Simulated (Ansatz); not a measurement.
# BPN (doublet): wB97X-V, wB97M-V over a scan of the distance B1–N2, cc-pVDZ, part 2 of 2

Ansatz 0.2.0, Gaussian basis; cc-pVDZ, all electrons in the functionals.

## Step 14: wB97M-V, 1.236 Å

in.yaml reads:

```yaml
crystal:
  periodic: [false, false, false]
  atoms:
    - {symbol: B, position_ang: [0.000000, -0.080422, 1.325581]}
    - {symbol: N, position_ang: [0.000000, 0.114862, 0.105106]}
    - {symbol: P, position_ang: [0.000000, -0.034440, -1.430686]}
basis:
  gaussian: {orbitals: cc-pVDZ}
magnetization: {spin_polarized: true, initial_magnetization: 1}
hamiltonian: {xc: {name: wB97M-V}}
output: {orbitals: {seedname: orbitals}}
```

On the command line:

```bash
ansatz run in.yaml --threads 1 --pin off --events-out ev --progress --plain --max-ram 2393MiB
```

Standard output (excerpt; [...] marks lines left out):

```text
Functional definition: wB97M-V
  name "wB97M-V"
  cite "Mardirossian & Head-Gordon, J. Chem. Phys. 144, 214110 (2016) doi:10.1063/1.4952647"
  cite "Becke, J. Chem. Phys. 107, 8554 (1997) doi:10.1063/1.475007"
  cite "Vydrov & Van Voorhis, J. Chem. Phys. 133, 244103 (2010) doi:10.1063/1.3521275"
  # Of w^i u^j: cxij and so on, Table III.
[...]
  gx(w, u) = 1 - cx + cx01*u + cx10*w
  gss(w, u) = css00 + css04*u^4 + css10*w + css20*w^2 + css43*w^4*u^3
  gos(w, u) = cos00 + cos10*w + (cos20 + cos21*u)*w^2 + (cos60 + cos61*u)*w^6
[...]
      + integral(e_c_pw_mod_opposite_spin*gos(b97_w_opposite, b97_u_opposite)) + vv10(b, c)
461 factors; integrals over basis functions are off by at most 1.2e-3 eV
127 factors; integrals over basis functions are off by at most 1.1e-5 eV
[...]
mean field -11449.87409748 eV, -420.7751120790 hartree, gradient 4.0e-6 eV, S^2 0.837143; 5 other end points of the search recorded, 0 dependent functions left out
reference -11449.87412809 eV, -420.7751132040 hartree; 14, 13 occupied and 32, 33 virtual orbitals, 461 factors
Total energy: -11449.87412809 eV, -420.7751132040 hartree
```

It took 27 s on 1 thread of Arm Neoverse N1, shared host.

From the report: ⟨S²⟩ of the determinant 0.837 (pure doublet: 0.75).

## Step 15: wB97M-V, 1.357 Å

in.yaml reads:

```yaml
crystal:
  periodic: [false, false, false]
  atoms:
    - {symbol: B, position_ang: [0.000000, -0.093128, 1.404990]}
    - {symbol: N, position_ang: [0.000000, 0.121215, 0.065401]}
    - {symbol: P, position_ang: [0.000000, -0.028087, -1.470391]}
basis:
  gaussian: {orbitals: cc-pVDZ}
magnetization: {spin_polarized: true, initial_magnetization: 1}
hamiltonian: {xc: {name: wB97M-V}}
output: {orbitals: {seedname: orbitals}}
```

Same command.

Standard output (excerpt; [...] marks lines left out):

```text
Functional definition: wB97M-V
  name "wB97M-V"
  cite "Mardirossian & Head-Gordon, J. Chem. Phys. 144, 214110 (2016) doi:10.1063/1.4952647"
  cite "Becke, J. Chem. Phys. 107, 8554 (1997) doi:10.1063/1.475007"
  cite "Vydrov & Van Voorhis, J. Chem. Phys. 133, 244103 (2010) doi:10.1063/1.3521275"
  # Of w^i u^j: cxij and so on, Table III.
[...]
  gx(w, u) = 1 - cx + cx01*u + cx10*w
  gss(w, u) = css00 + css04*u^4 + css10*w + css20*w^2 + css43*w^4*u^3
  gos(w, u) = cos00 + cos10*w + (cos20 + cos21*u)*w^2 + (cos60 + cos61*u)*w^6
[...]
      + integral(e_c_pw_mod_opposite_spin*gos(b97_w_opposite, b97_u_opposite)) + vv10(b, c)
461 factors; integrals over basis functions are off by at most 1.0e-3 eV
127 factors; integrals over basis functions are off by at most 1.2e-5 eV
[...]
mean field -11450.49825121 eV, -420.7980493054 hartree, gradient 9.7e-6 eV, S^2 0.753211; 3 other end points of the search recorded, 0 dependent functions left out
reference -11450.49828224 eV, -420.7980504457 hartree; 14, 13 occupied and 32, 33 virtual orbitals, 461 factors
Total energy: -11450.49828224 eV, -420.7980504457 hartree
```

Wall time 40 s (1 thread of Arm Neoverse N1, shared host).

From the report: ⟨S²⟩ of the determinant 0.753 (pure doublet: 0.75).

## Step 16: wB97M-V, 1.464 Å

in.yaml reads:

```yaml
crystal:
  periodic: [false, false, false]
  atoms:
    - {symbol: B, position_ang: [0.000000, -0.104438, 1.475672]}
    - {symbol: N, position_ang: [0.000000, 0.126870, 0.030060]}
    - {symbol: P, position_ang: [0.000000, -0.022432, -1.505732]}
basis:
  gaussian: {orbitals: cc-pVDZ}
magnetization: {spin_polarized: true, initial_magnetization: 1}
hamiltonian: {xc: {name: wB97M-V}}
output: {orbitals: {seedname: orbitals}}
```

Same command.

Standard output (excerpt; [...] marks lines left out):

```text
Functional definition: wB97M-V
  name "wB97M-V"
  cite "Mardirossian & Head-Gordon, J. Chem. Phys. 144, 214110 (2016) doi:10.1063/1.4952647"
  cite "Becke, J. Chem. Phys. 107, 8554 (1997) doi:10.1063/1.475007"
  cite "Vydrov & Van Voorhis, J. Chem. Phys. 133, 244103 (2010) doi:10.1063/1.3521275"
  # Of w^i u^j: cxij and so on, Table III.
[...]
  gx(w, u) = 1 - cx + cx01*u + cx10*w
  gss(w, u) = css00 + css04*u^4 + css10*w + css20*w^2 + css43*w^4*u^3
  gos(w, u) = cos00 + cos10*w + (cos20 + cos21*u)*w^2 + (cos60 + cos61*u)*w^6
[...]
      + integral(e_c_pw_mod_opposite_spin*gos(b97_w_opposite, b97_u_opposite)) + vv10(b, c)
461 factors; integrals over basis functions are off by at most 9.3e-4 eV
127 factors; integrals over basis functions are off by at most 1.2e-5 eV
[...]
mean field -11450.46017750 eV, -420.7966501224 hartree, gradient 1.4e-6 eV, S^2 0.753133; 3 other end points of the search recorded, 0 dependent functions left out
reference -11450.46020925 eV, -420.7966512894 hartree; 14, 13 occupied and 32, 33 virtual orbitals, 461 factors
Total energy: -11450.46020925 eV, -420.7966512894 hartree
```

Run time: 55 s. Hardware: 1 thread of Arm Neoverse N1, shared host.

From the report: ⟨S²⟩ of the determinant 0.753 (pure doublet: 0.75).

From 1.357 Å: +38.1 meV.

## Step 17: wB97M-V, 1.687 Å

in.yaml reads:

```yaml
crystal:
  periodic: [false, false, false]
  atoms:
    - {symbol: B, position_ang: [0.000000, -0.127926, 1.622471]}
    - {symbol: N, position_ang: [0.000000, 0.138614, -0.043340]}
    - {symbol: P, position_ang: [0.000000, -0.010688, -1.579132]}
basis:
  gaussian: {orbitals: cc-pVDZ}
magnetization: {spin_polarized: true, initial_magnetization: 1}
hamiltonian: {xc: {name: wB97M-V}}
output: {orbitals: {seedname: orbitals}}
```

Same command.

Standard output (excerpt; [...] marks lines left out):

```text
Functional definition: wB97M-V
  name "wB97M-V"
  cite "Mardirossian & Head-Gordon, J. Chem. Phys. 144, 214110 (2016) doi:10.1063/1.4952647"
  cite "Becke, J. Chem. Phys. 107, 8554 (1997) doi:10.1063/1.475007"
  cite "Vydrov & Van Voorhis, J. Chem. Phys. 133, 244103 (2010) doi:10.1063/1.3521275"
  # Of w^i u^j: cxij and so on, Table III.
[...]
  gx(w, u) = 1 - cx + cx01*u + cx10*w
  gss(w, u) = css00 + css04*u^4 + css10*w + css20*w^2 + css43*w^4*u^3
  gos(w, u) = cos00 + cos10*w + (cos20 + cos21*u)*w^2 + (cos60 + cos61*u)*w^6
[...]
      + integral(e_c_pw_mod_opposite_spin*gos(b97_w_opposite, b97_u_opposite)) + vv10(b, c)
461 factors; integrals over basis functions are off by at most 9.3e-4 eV
127 factors; integrals over basis functions are off by at most 1.3e-5 eV
[...]
mean field -11449.65360496 eV, -420.7670091283 hartree, gradient 4.3e-6 eV, S^2 0.754556; 2 other end points of the search recorded, 0 dependent functions left out
reference -11449.65363753 eV, -420.7670103251 hartree; 14, 13 occupied and 32, 33 virtual orbitals, 461 factors
Total energy: -11449.65363753 eV, -420.7670103251 hartree
```

Wall time 50 s (1 thread of Arm Neoverse N1, shared host).

From the report: ⟨S²⟩ of the determinant 0.755 (pure doublet: 0.75).

From 1.357 Å: +844.6 meV.

## Step 18: wB97M-V, 1.858 Å

in.yaml reads:

```yaml
crystal:
  periodic: [false, false, false]
  atoms:
    - {symbol: B, position_ang: [0.000000, -0.145938, 1.735039]}
    - {symbol: N, position_ang: [0.000000, 0.147620, -0.099624]}
    - {symbol: P, position_ang: [0.000000, -0.001682, -1.635416]}
basis:
  gaussian: {orbitals: cc-pVDZ}
magnetization: {spin_polarized: true, initial_magnetization: 1}
hamiltonian: {xc: {name: wB97M-V}}
output: {forces: true, orbitals: {seedname: orbitals}}
```

Launched as before.

Standard output (excerpt; [...] marks lines left out):

```text
Functional definition: wB97M-V
  name "wB97M-V"
  cite "Mardirossian & Head-Gordon, J. Chem. Phys. 144, 214110 (2016) doi:10.1063/1.4952647"
  cite "Becke, J. Chem. Phys. 107, 8554 (1997) doi:10.1063/1.475007"
  cite "Vydrov & Van Voorhis, J. Chem. Phys. 133, 244103 (2010) doi:10.1063/1.3521275"
  # Of w^i u^j: cxij and so on, Table III.
[...]
  gx(w, u) = 1 - cx + cx01*u + cx10*w
  gss(w, u) = css00 + css04*u^4 + css10*w + css20*w^2 + css43*w^4*u^3
  gos(w, u) = cos00 + cos10*w + (cos20 + cos21*u)*w^2 + (cos60 + cos61*u)*w^6
[...]
      + integral(e_c_pw_mod_opposite_spin*gos(b97_w_opposite, b97_u_opposite)) + vv10(b, c)
461 factors; integrals over basis functions are off by at most 9.7e-4 eV
127 factors; integrals over basis functions are off by at most 1.3e-5 eV
[...]
mean field -11448.87898659 eV, -420.7385424284 hartree, gradient 9.2e-10 eV, S^2 0.757979; 1 other end points of the search recorded, 0 dependent functions left out
[...]
reference -11448.87901967 eV, -420.7385436440 hartree; 14, 13 occupied and 32, 33 virtual orbitals, 461 factors
Total energy: -11448.87901967 eV, -420.7385436440 hartree
Atom 0 at     0.000000    -0.145938     1.735039 Å, force     0.000000     0.701555    -4.329314 eV/Å
Atom 1 at     0.000000     0.147620    -0.099624 Å, force    -0.000000    -0.742803     4.013603 eV/Å
Atom 2 at     0.000000    -0.001682    -1.635416 Å, force    -0.000000     0.041248     0.315711 eV/Å
Dipole moment:     0.000000    -0.053960    -0.272902 e Å
```

Wall time 46 s (1 thread of Arm Neoverse N1, shared host).

From the report: ⟨S²⟩ of the determinant 0.758 (pure doublet: 0.75).

From 1.357 Å: +1619.3 meV.

## Step 19: wB97M-V, 2.193 Å

in.yaml reads:

```yaml
crystal:
  periodic: [false, false, false]
  atoms:
    - {symbol: B, position_ang: [0.000000, -0.181224, 1.955567]}
    - {symbol: N, position_ang: [0.000000, 0.165263, -0.209888]}
    - {symbol: P, position_ang: [0.000000, 0.015961, -1.745680]}
basis:
  gaussian: {orbitals: cc-pVDZ}
magnetization: {spin_polarized: true, initial_magnetization: 1}
hamiltonian: {xc: {name: wB97M-V}}
output: {forces: true, orbitals: {seedname: orbitals}}
```

The command is unchanged.

Standard output (excerpt; [...] marks lines left out):

```text
Functional definition: wB97M-V
  name "wB97M-V"
  cite "Mardirossian & Head-Gordon, J. Chem. Phys. 144, 214110 (2016) doi:10.1063/1.4952647"
  cite "Becke, J. Chem. Phys. 107, 8554 (1997) doi:10.1063/1.475007"
  cite "Vydrov & Van Voorhis, J. Chem. Phys. 133, 244103 (2010) doi:10.1063/1.3521275"
  # Of w^i u^j: cxij and so on, Table III.
[...]
  gx(w, u) = 1 - cx + cx01*u + cx10*w
  gss(w, u) = css00 + css04*u^4 + css10*w + css20*w^2 + css43*w^4*u^3
  gos(w, u) = cos00 + cos10*w + (cos20 + cos21*u)*w^2 + (cos60 + cos61*u)*w^6
[...]
      + integral(e_c_pw_mod_opposite_spin*gos(b97_w_opposite, b97_u_opposite)) + vv10(b, c)
463 factors; integrals over basis functions are off by at most 7.3e-4 eV
127 factors; integrals over basis functions are off by at most 1.1e-5 eV
[...]
mean field -11447.79622786 eV, -420.6987517787 hartree, gradient 8.6e-10 eV, S^2 0.765716; 5 other end points of the search recorded, 0 dependent functions left out
[...]
reference -11447.79626128 eV, -420.6987530072 hartree; 14, 13 occupied and 32, 33 virtual orbitals, 463 factors
Total energy: -11447.79626128 eV, -420.6987530072 hartree
Atom 0 at     0.000000    -0.181224     1.955567 Å, force     0.000000     0.288204    -1.711881 eV/Å
Atom 1 at     0.000000     0.165263    -0.209888 Å, force    -0.000000    -0.533997    -0.609165 eV/Å
Atom 2 at     0.000000     0.015961    -1.745680 Å, force     0.000000     0.245792     2.321046 eV/Å
Dipole moment:     0.000000    -0.045122    -0.538613 e Å
```

Run time: 50 s. Hardware: 1 thread of Arm Neoverse N1, shared host.

From the report: ⟨S²⟩ of the determinant 0.766 (pure doublet: 0.75).

From 1.357 Å: +2702.0 meV.

## Step 20: wB97M-V, 2.558 Å

in.yaml reads:

```yaml
crystal:
  periodic: [false, false, false]
  atoms:
    - {symbol: B, position_ang: [0.000000, -0.219670, 2.195844]}
    - {symbol: N, position_ang: [0.000000, 0.184486, -0.330026]}
    - {symbol: P, position_ang: [0.000000, 0.035184, -1.865818]}
basis:
  gaussian: {orbitals: cc-pVDZ}
magnetization: {spin_polarized: true, initial_magnetization: 1}
hamiltonian: {xc: {name: wB97M-V}}
output: {forces: true, orbitals: {seedname: orbitals}}
```

Same command.

Standard output (excerpt; [...] marks lines left out):

```text
Functional definition: wB97M-V
  name "wB97M-V"
  cite "Mardirossian & Head-Gordon, J. Chem. Phys. 144, 214110 (2016) doi:10.1063/1.4952647"
  cite "Becke, J. Chem. Phys. 107, 8554 (1997) doi:10.1063/1.475007"
  cite "Vydrov & Van Voorhis, J. Chem. Phys. 133, 244103 (2010) doi:10.1063/1.3521275"
  # Of w^i u^j: cxij and so on, Table III.
[...]
  gx(w, u) = 1 - cx + cx01*u + cx10*w
  gss(w, u) = css00 + css04*u^4 + css10*w + css20*w^2 + css43*w^4*u^3
  gos(w, u) = cos00 + cos10*w + (cos20 + cos21*u)*w^2 + (cos60 + cos61*u)*w^6
[...]
      + integral(e_c_pw_mod_opposite_spin*gos(b97_w_opposite, b97_u_opposite)) + vv10(b, c)
463 factors; integrals over basis functions are off by at most 7.3e-4 eV
127 factors; integrals over basis functions are off by at most 1.3e-5 eV
[...]
mean field -11447.50569582 eV, -420.6880749232 hartree, gradient 1.2e-6 eV, S^2 0.751867; 5 other end points of the search recorded, 0 dependent functions left out
[...]
reference -11447.50573010 eV, -420.6880761832 hartree; 14, 13 occupied and 32, 33 virtual orbitals, 463 factors
Total energy: -11447.50573010 eV, -420.6880761832 hartree
Atom 0 at     0.000000    -0.219670     2.195844 Å, force     0.000000     0.054723    -0.320568 eV/Å
Atom 1 at     0.000000     0.184486    -0.330026 Å, force    -0.000000    -0.387080    -3.040180 eV/Å
Atom 2 at     0.000000     0.035184    -1.865818 Å, force     0.000000     0.332357     3.360748 eV/Å
Dipole moment:    -0.000000    -0.016974    -0.794768 e Å
```

Wall time 1.9 min (1 thread of Arm Neoverse N1, shared host).

From the report: ⟨S²⟩ of the determinant 0.752 (pure doublet: 0.75).

From 1.357 Å: +2992.6 meV.

## Step 21: wB97M-V, 2.975 Å

in.yaml reads:

```yaml
crystal:
  periodic: [false, false, false]
  atoms:
    - {symbol: B, position_ang: [0.000000, -0.263593, 2.470353]}
    - {symbol: N, position_ang: [0.000000, 0.206447, -0.467280]}
    - {symbol: P, position_ang: [0.000000, 0.057145, -2.003072]}
basis:
  gaussian: {orbitals: cc-pVDZ}
magnetization: {spin_polarized: true, initial_magnetization: 1}
hamiltonian: {xc: {name: wB97M-V}}
output: {forces: true, orbitals: {seedname: orbitals}}
```

Launched as before.

Standard output (excerpt; [...] marks lines left out):

```text
Functional definition: wB97M-V
  name "wB97M-V"
  cite "Mardirossian & Head-Gordon, J. Chem. Phys. 144, 214110 (2016) doi:10.1063/1.4952647"
  cite "Becke, J. Chem. Phys. 107, 8554 (1997) doi:10.1063/1.475007"
  cite "Vydrov & Van Voorhis, J. Chem. Phys. 133, 244103 (2010) doi:10.1063/1.3521275"
  # Of w^i u^j: cxij and so on, Table III.
[...]
  gx(w, u) = 1 - cx + cx01*u + cx10*w
  gss(w, u) = css00 + css04*u^4 + css10*w + css20*w^2 + css43*w^4*u^3
  gos(w, u) = cos00 + cos10*w + (cos20 + cos21*u)*w^2 + (cos60 + cos61*u)*w^6
[...]
      + integral(e_c_pw_mod_opposite_spin*gos(b97_w_opposite, b97_u_opposite)) + vv10(b, c)
463 factors; integrals over basis functions are off by at most 7.3e-4 eV
127 factors; integrals over basis functions are off by at most 1.4e-5 eV
[...]
mean field -11447.41350089 eV, -420.6846868221 hartree, gradient 3.0e-10 eV, S^2 0.750675; 8 other end points of the search recorded, 0 dependent functions left out
[...]
reference -11447.41353618 eV, -420.6846881189 hartree; 14, 13 occupied and 32, 33 virtual orbitals, 463 factors
Total energy: -11447.41353618 eV, -420.6846881189 hartree
Atom 0 at     0.000000    -0.263593     2.470353 Å, force    -0.000000     0.029296    -0.166981 eV/Å
Atom 1 at     0.000000     0.206447    -0.467280 Å, force     0.000000    -0.367436    -3.260578 eV/Å
Atom 2 at     0.000000     0.057145    -2.003072 Å, force    -0.000000     0.338140     3.427559 eV/Å
Dipole moment:     0.000685    -0.030618    -0.713852 e Å
```

Run time: 4.2 min. Hardware: 1 thread of Arm Neoverse N1, shared host.

From the report: ⟨S²⟩ of the determinant 0.751 (pure doublet: 0.75).

From 1.357 Å: +3084.7 meV.

## Step 22: wB97M-V, 3.604 Å

in.yaml reads:

```yaml
crystal:
  periodic: [false, false, false]
  atoms:
    - {symbol: B, position_ang: [0.000000, -0.329846, 2.884419]}
    - {symbol: N, position_ang: [0.000000, 0.239574, -0.674313]}
    - {symbol: P, position_ang: [0.000000, 0.090272, -2.210105]}
basis:
  gaussian: {orbitals: cc-pVDZ}
magnetization: {spin_polarized: true, initial_magnetization: 1}
hamiltonian: {xc: {name: wB97M-V}}
output: {forces: true, orbitals: {seedname: orbitals}}
```

Launched as before.

Standard output (excerpt; [...] marks lines left out):

```text
Functional definition: wB97M-V
  name "wB97M-V"
  cite "Mardirossian & Head-Gordon, J. Chem. Phys. 144, 214110 (2016) doi:10.1063/1.4952647"
  cite "Becke, J. Chem. Phys. 107, 8554 (1997) doi:10.1063/1.475007"
  cite "Vydrov & Van Voorhis, J. Chem. Phys. 133, 244103 (2010) doi:10.1063/1.3521275"
  # Of w^i u^j: cxij and so on, Table III.
[...]
  gx(w, u) = 1 - cx + cx01*u + cx10*w
  gss(w, u) = css00 + css04*u^4 + css10*w + css20*w^2 + css43*w^4*u^3
  gos(w, u) = cos00 + cos10*w + (cos20 + cos21*u)*w^2 + (cos60 + cos61*u)*w^6
[...]
      + integral(e_c_pw_mod_opposite_spin*gos(b97_w_opposite, b97_u_opposite)) + vv10(b, c)
463 factors; integrals over basis functions are off by at most 7.3e-4 eV
128 factors; integrals over basis functions are off by at most 1.2e-5 eV
[...]
mean field -11447.32774625 eV, -420.6815353973 hartree, gradient 5.2e-10 eV, S^2 0.750599; 5 other end points of the search recorded, 0 dependent functions left out
[...]
reference -11447.32778358 eV, -420.6815367691 hartree; 14, 13 occupied and 32, 33 virtual orbitals, 463 factors
Total energy: -11447.32778358 eV, -420.6815367691 hartree
Atom 0 at     0.000000    -0.329846     2.884419 Å, force    -0.000000     0.017350    -0.102633 eV/Å
Atom 1 at     0.000000     0.239574    -0.674313 Å, force     0.000000    -0.348355    -3.280128 eV/Å
Atom 2 at     0.000000     0.090272    -2.210105 Å, force    -0.000000     0.331005     3.382761 eV/Å
Dipole moment:     0.000000    -0.041021    -0.618278 e Å
```

Run time: 87 s. Hardware: 1 thread of Arm Neoverse N1, shared host.

From the report: ⟨S²⟩ of the determinant 0.751 (pure doublet: 0.75).

From 1.357 Å: +3170.5 meV.

## Step 23: wB97M-V, 4.509 Å

in.yaml reads:

```yaml
crystal:
  periodic: [false, false, false]
  atoms:
    - {symbol: B, position_ang: [0.000000, -0.425171, 3.480174]}
    - {symbol: N, position_ang: [0.000000, 0.287237, -0.972191]}
    - {symbol: P, position_ang: [0.000000, 0.137935, -2.507983]}
basis:
  gaussian: {orbitals: cc-pVDZ}
magnetization: {spin_polarized: true, initial_magnetization: 1}
hamiltonian: {xc: {name: wB97M-V}}
output: {forces: true, orbitals: {seedname: orbitals}}
```

The command is unchanged.

Standard output (excerpt; [...] marks lines left out):

```text
Functional definition: wB97M-V
  name "wB97M-V"
  cite "Mardirossian & Head-Gordon, J. Chem. Phys. 144, 214110 (2016) doi:10.1063/1.4952647"
  cite "Becke, J. Chem. Phys. 107, 8554 (1997) doi:10.1063/1.475007"
  cite "Vydrov & Van Voorhis, J. Chem. Phys. 133, 244103 (2010) doi:10.1063/1.3521275"
  # Of w^i u^j: cxij and so on, Table III.
[...]
  gx(w, u) = 1 - cx + cx01*u + cx10*w
  gss(w, u) = css00 + css04*u^4 + css10*w + css20*w^2 + css43*w^4*u^3
  gos(w, u) = cos00 + cos10*w + (cos20 + cos21*u)*w^2 + (cos60 + cos61*u)*w^6
[...]
      + integral(e_c_pw_mod_opposite_spin*gos(b97_w_opposite, b97_u_opposite)) + vv10(b, c)
463 factors; integrals over basis functions are off by at most 7.3e-4 eV
128 factors; integrals over basis functions are off by at most 1.4e-5 eV
[...]
mean field -11447.26852586 eV, -420.6793590880 hartree, gradient 1.4e-10 eV, S^2 0.750585; 6 other end points of the search recorded, 0 dependent functions left out
[...]
reference -11447.26856529 eV, -420.6793605370 hartree; 14, 13 occupied and 32, 33 virtual orbitals, 463 factors
Total energy: -11447.26856529 eV, -420.6793605370 hartree
Atom 0 at     0.000000    -0.425171     3.480174 Å, force    -0.000000     0.005635    -0.034059 eV/Å
Atom 1 at     0.000000     0.287237    -0.972191 Å, force     0.000000    -0.331086    -3.308150 eV/Å
Atom 2 at     0.000000     0.137935    -2.507983 Å, force     0.000000     0.325451     3.342208 eV/Å
Dipole moment:     0.000000    -0.047107    -0.563431 e Å
```

Wall time 2.6 min (1 thread of Arm Neoverse N1, shared host).

From the report: ⟨S²⟩ of the determinant 0.751 (pure doublet: 0.75).

From 1.357 Å: +3229.7 meV.

## Step 24: The comparison

The yardstick is RCCSDT(Q), where the cluster series has nearly closed. It comes from earlier runs at the same points. Energies in meV, counted from 1.357 Å; blanks weren't run or aren't comparable.

| level | 1.110 Å | 1.236 Å | 1.357 Å | 1.464 Å | 1.687 Å | 1.858 Å | 2.193 Å | 2.558 Å | 2.975 Å | 3.604 Å | 4.509 Å |
| --- | --- | --- | --- | --- | --- | --- | --- | --- | --- | --- | --- |
| RCCSDT(Q) |  |  | 0.0 | -21.3 |  |  |  |  |  |  |  |
| wB97X-V | 1993.2 | 627.9 | 0.0 | 34.8 | 857.0 | 1658.6 | 2748.1 | 2967.0 | 3041.1 | 3119.2 | 3176.9 |
| wB97M-V | 2108.4 | 624.2 | 0.0 | 38.1 | 844.6 | 1619.3 | 2702.0 | 2992.6 | 3084.7 | 3170.5 | 3229.7 |

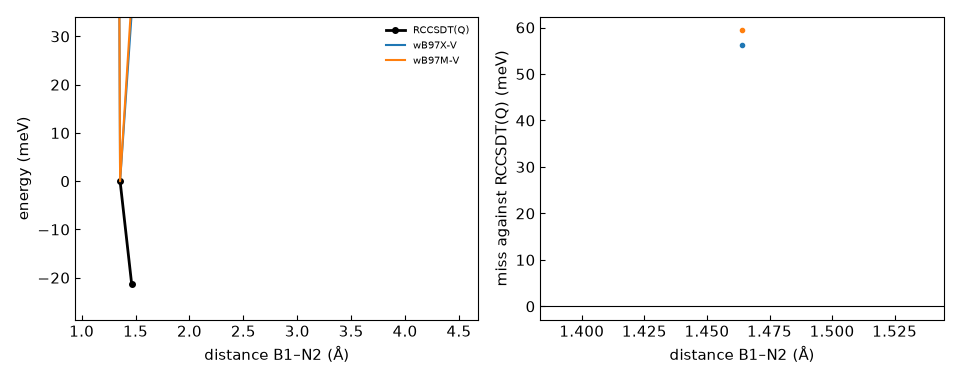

Left: the curves (the axis may cut off levels that run far away). Right: misses against RCCSDT(Q), in the same colours.

Largest miss and mean time a point (RCCSDT(Q) took 2 min a point; shared hosts):

| level | largest miss (meV) | where | time a point |
| --- | --- | --- | --- |
| wB97X-V | +56.1 | 1.464 Å | 66 s |
| wB97M-V | +59.4 | 1.464 Å | 85 s |

## Step 25: Outcome

What follows sums up all 2 parts.

| quantity | value |
| --- | --- |
| span of the RCCSDT(Q) curve (points where it is known) | 21.3 meV |
| largest miss, wB97X-V | +56.1 meV (1.464 Å) |
| largest miss, wB97M-V | +59.4 meV (1.464 Å) |

In words: Misses are known at 1 of 10 points at best, and only functionals with that many are ranked. Of the functionals, wB97X-V keep the smallest largest miss at the points compared (at most 56.1 meV) and wB97M-V strays most (59.4 meV, at 1.464 Å). wB97X-V, wB97M-V clearly break the spin symmetry at some points (⟨S²⟩ up to 1.00 above the pure value), so energy there is bought with a mixed spin. Functionals and the yardstick converge differently with the basis, so part of each miss in cc-pVDZ is the basis.
